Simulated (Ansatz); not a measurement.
H4InNS2 (SMILES [NH2][In]([SH])[SH])

Input file:

```
crystal:
  periodic: [false, false, false]
  atoms:
    - {symbol: In, position_ang: [-0.005653, 0.025526, 0.021514]}
    - {symbol: "N", position_ang: [-0.967112, 1.769473, -0.329614]}
    - {symbol: S, position_ang: [2.383174, -0.080376, -0.227637]}
    - {symbol: S, position_ang: [-1.239136, -1.854378, 0.872608]}
    - {symbol: H, position_ang: [-1.960178, 1.716091, -0.538198]}
    - {symbol: H, position_ang: [-0.525329, 2.419592, -0.973590]}
    - {symbol: H, position_ang: [2.455488, -1.361888, 0.193705]}
    - {symbol: H, position_ang: [-0.141244, -2.634040, 0.981201]}
basis:
  gaussian: {orbitals: def2-TZVPD}
hamiltonian: {xc: {name: PBE0}}
output: {forces: true, orbitals: {seedname: orbitals}}
```

Launched as:

```sh
ansatz run input.yaml --threads 2 --pin off --max-ram 5220MiB --events-out events.jsonl --progress --plain --runs-dir runs
```

Geometry: PBE0-D4/def2-SVP; core potentials replace the inner electrons of In.

All numbers below come from isolated molecule in a Gaussian basis; Kohn-Sham density functional theory, functional PBE0 in Ansatz 0.2.0.

Question: What can the converged electron density and electron localisation function tell about the bonding?

Answer: In–N (2.02 Å): ρ at the midpoint is about 0.78 e/Å³; the ELF peaks at about 0.85 in the valence shell of N, 0.6 Å from its nucleus, and drops to about 0.15 between the two atoms.
In–S (2.40 Å): ρ at the midpoint is about 0.56 e/Å³; the ELF peaks at about 0.85 in the valence shell of S, 0.9 Å from its nucleus, and drops to about 0.15 between the two atoms.
N–H (1.02 Å): ρ is about 2.8 e/Å³ halfway; the ELF climbs to about 1 towards the hydrogen, as it does in any bond to H (an ordinary covalent bond to hydrogen).
S–H (1.35 Å): the density is about 1.5 e/Å³ at the midpoint; the ELF climbs to about 1 towards the hydrogen.

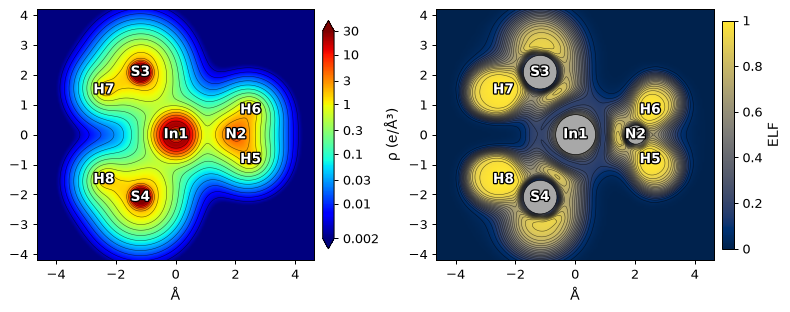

Computed electron density and electron localisation function on the plane of atoms S3, In1 and S4, in this order. Grey discs cover the atomic cores in the ELF map. 
